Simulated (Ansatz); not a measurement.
**SiNH2Cl (SMILES N[Si]Cl): levels of theory compared**

We compute a comparison of 6 runs (BLYP/STO-3G, SVWN5/STO-3G, UPBE0/STO-3G, r2SCAN/STO-3G, r2SCAN0/STO-3G, wB97X/STO-3G) of SiNH2Cl. 

Program for the calculation: Ansatz 0.2.0.

66 further runs of the same task are left out: 66 set aside as unsound or not needed.

### Step 1. The system as given

SiNH2Cl has 5 atoms, charge 0, and is taken as a singlet. SMILES: `N[Si]Cl`. The H4–N1 distance was set to 1.261 Å, away from the relaxed value.

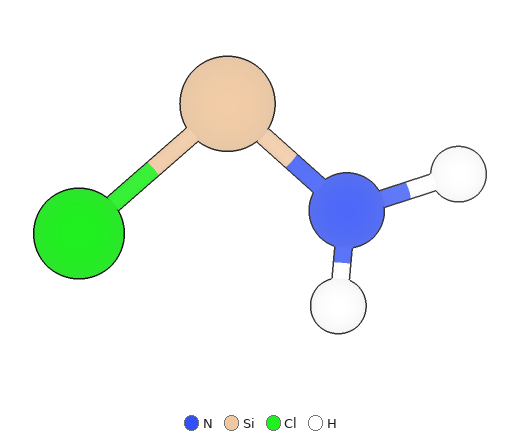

Viewed from a chosen angle; nitrogen blue, silicon light orange, chlorine green, hydrogen white.

### Step 2. The energy at BLYP/STO-3G (run 1)

File in.yaml:

```yaml
crystal:
  periodic: [false, false, false]
  atoms:
    - symbol: N
      position_ang: [-0.066921, 0.344587, -0.235525]
    - symbol: Si
      position_ang: [-0.034921, -0.580613, 1.190975]
    - symbol: Cl
      position_ang: [0.730279, -2.363313, 0.375675]
    - symbol: H
      position_ang: [-0.473300, 1.538600, -0.227400]
    - symbol: H
      position_ang: [0.219879, 0.031787, -1.151625]
basis:
  gaussian:
    orbitals: STO-3G
hamiltonian:
  xc: {name: BLYP}
accuracy: high
```

The run is started by

```console
$ ansatz run in.yaml --threads 1 --pin off --max-ram 2610MiB --events-out events.jsonl --progress --plain --runs-dir runs
```

Log:

```text
Warning: RAYON_NUM_THREADS=1 ignored (pool sized by the plan → 1); use --threads N
Functional definition: BLYP
  name "BLYP"
  parameter beta = 0.0042
  parameter a = 0.04918
  parameter b = 0.132
  parameter c = 0.2533
  parameter d = 0.349
  exchange = b88_x(beta = beta)
  correlation = lyp_c(a = a, b = b, c = c, d = d)
456 factors; integrals over basis functions are off by at most 1.9e-8 eV
mean field evaluation 1: about -21670.2496 eV, gradient 2.4e1 eV
mean field evaluation 2: about -21654.2359 eV, gradient 7.6e1 eV
mean field evaluation 4: about -21672.5529 eV, gradient 2.2e0 eV
mean field evaluation 8: about -21672.5304 eV, gradient 5.3e-2 eV
mean field evaluation 16: about -21672.5304 eV, gradient 2.3e-7 eV
mean field -21672.53038883 eV, -796.4508016206 hartree, gradient 2.5e-8 eV, S^2 0.000000; 0 other end points of the search recorded, 0 dependent functions left out
reference -21672.53042863 eV, -796.4508030833 hartree; 20, 20 occupied and 5, 5 virtual orbitals, 456 factors
Total energy: -21672.53042863 eV, -796.4508030833 hartree
```

Run time: 1.4 s. Hardware: 1 thread of Arm Neoverse V1, shared host; peak memory 0.1 GiB.

### Step 3. A single-point energy at SVWN5/STO-3G (run 2)

File input.yaml:

```yaml
crystal:
  periodic: [false, false, false]
  atoms:
    - {symbol: "N", position_ang: [-0.066921, 0.344587, -0.235525]}
    - {symbol: Si, position_ang: [-0.034921, -0.580613, 1.190975]}
    - {symbol: Cl, position_ang: [0.730279, -2.363313, 0.375675]}
    - {symbol: H, position_ang: [-0.473300, 1.538600, -0.227400]}
    - {symbol: H, position_ang: [0.219879, 0.031787, -1.151625]}
basis:
  gaussian:
    orbitals: STO-3G
accuracy: high
hamiltonian:
  xc: {name: SVWN5}
```

The run is started by

```console
$ ansatz run input.yaml --threads 1 --pin off --max-ram 2610MiB --events-out events.jsonl --progress --plain --runs-dir runs
```

Log:

```text
Warning: RAYON_NUM_THREADS=1 ignored (pool sized by the plan → 1); use --threads N
Functional definition: SVWN5
  name "SVWN5"
  exchange = slater_x
  correlation = vwn5_c
456 factors; integrals over basis functions are off by at most 1.9e-8 eV
mean field evaluation 1: about -21587.0269 eV, gradient 2.5e1 eV
mean field evaluation 2: about -21570.0791 eV, gradient 7.8e1 eV
mean field evaluation 4: about -21589.3555 eV, gradient 2.4e0 eV
mean field evaluation 8: about -21589.3353 eV, gradient 7.3e-2 eV
mean field evaluation 16: about -21589.3354 eV, gradient 2.6e-7 eV
mean field -21589.33535688 eV, -793.3934405882 hartree, gradient 2.8e-8 eV, S^2 0.000000; 0 other end points of the search recorded, 0 dependent functions left out
reference -21589.33535878 eV, -793.3934406580 hartree; 20, 20 occupied and 5, 5 virtual orbitals, 456 factors
Total energy: -21589.33535878 eV, -793.3934406580 hartree
```

It took 1.1 s on 1 thread of Arm Neoverse V1, shared host; peak memory 0.096 GiB.

Runs 3 to 5 aren't shown in full; the table further down has their settings and results.

### Step 4. A single-point energy at wB97X/STO-3G (run 6)

File job.yaml:

```yaml
crystal:
  periodic: [false, false, false]
  atoms:
    - {symbol: N, position_ang: [-0.066921, 0.344587, -0.235525]}
    - {symbol: Si, position_ang: [-0.034921, -0.580613, 1.190975]}
    - {symbol: Cl, position_ang: [0.730279, -2.363313, 0.375675]}
    - {symbol: H, position_ang: [-0.473300, 1.538600, -0.227400]}
    - {symbol: H, position_ang: [0.219879, 0.031787, -1.151625]}
basis:
  gaussian: {orbitals: STO-3G}
hamiltonian: {xc: {name: wB97X}}
accuracy: high
```

The run is started by

```console
$ ansatz run job.yaml --threads 1 --pin off --max-ram 2610MiB --events-out events.jsonl --progress --plain --runs-dir runs
```

Log, shortened:

```text
Warning: RAYON_NUM_THREADS=1 ignored (pool sized by the plan → 1); use --threads N
Functional definition: wB97X
  name "wB97X"
[...]
      + exact_x_lr(omega)
[...]
      + integral(e_c_pw_opposite_spin*poly(b97_u_opposite, 1, cos1, cos2, cos3, cos4))
456 factors; integrals over basis functions are off by at most 1.9e-8 eV
169 factors; integrals over basis functions are off by at most 9.0e-10 eV
[...]
mean field -21675.15911346 eV, -796.5474054692 hartree, gradient 1.2e-8 eV, S^2 0.000000; 0 other end points of the search recorded, 0 dependent functions left out
reference -21675.15911183 eV, -796.5474054094 hartree; 20, 20 occupied and 5, 5 virtual orbitals, 456 factors
Total energy: -21675.15911183 eV, -796.5474054094 hartree
```

Wall time 6.9 s (1 thread of Arm Neoverse V1, shared host); peak memory 0.26 GiB.

### Step 5. All runs side by side

| run | level | energy (Eh) | wall time |
| --- | --- | --- | --- |
| 1 | BLYP/STO-3G | -796.450803 | 1.4 s |
| 2 | SVWN5/STO-3G | -793.393441 | 1.1 s |
| 3 | UPBE0/STO-3G | -796.252878 | 2.3 s |
| 4 | r2SCAN/STO-3G | -796.508738 | 3.6 s |
| 5 | r2SCAN0/STO-3G | -796.518993 | 3.6 s |
| 6 | wB97X/STO-3G | -796.547405 | 6.9 s |

### Step 6. What came out

| quantity | value |
| --- | --- |
| run 6: total energy | -796.54741 Eh |

Totals of different functionals can't be ranked against each other. In runs 1, 2, 3, 4, 5, 6 the basis is minimal, so the values are rough. All runs together took 19 s, the longest 6.9 s.
